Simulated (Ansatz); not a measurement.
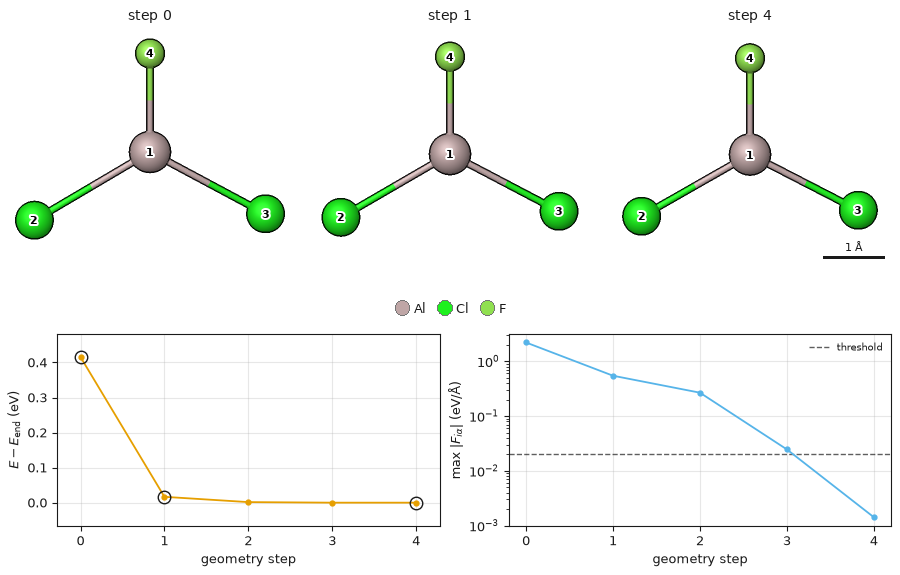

Frames of a relaxation of AlCl$_{2}$F, marked on the history of the run. The picture is a ball-and-stick view, seen at a tilt.

The run prepares the start of a later molecular dynamics calculation, from a guessed geometry.

Computed with RKS PBE0/def2-SVP in Ansatz 0.2.0. Set-up: no spin polarisation; force threshold 0.02 eV/Å; at most 40 steps.

**What happens along the run?**

The largest moves after the best rigid fit, 0.14 Å, are those of Cl2 and Cl3. By element the largest moves are Cl 0.14 Å, F 0.08 Å, Al 0.04 Å. Among the contacts that change: Al1–Cl2 2.230 → 2.073 Å, Al1–F4 1.690 → 1.650 Å. After 4 geometry steps the energy has fallen by 0.416 eV. The largest force component goes from 2.2 to 0.0014 eV/Å. From step 0 to 1: Cl atoms move most (0.12 Å), energy −0.399 eV. From step 1 to 4: F4 moves most (0.03 Å), energy −0.017 eV.

```
step  E − E(0), eV  largest force component, eV/Å
   0        0.0000                         2.2067
   1       -0.3988                         0.5455
   2       -0.4139                         0.2672
   3       -0.4155                         0.0246
   4       -0.4155                         0.0014
```
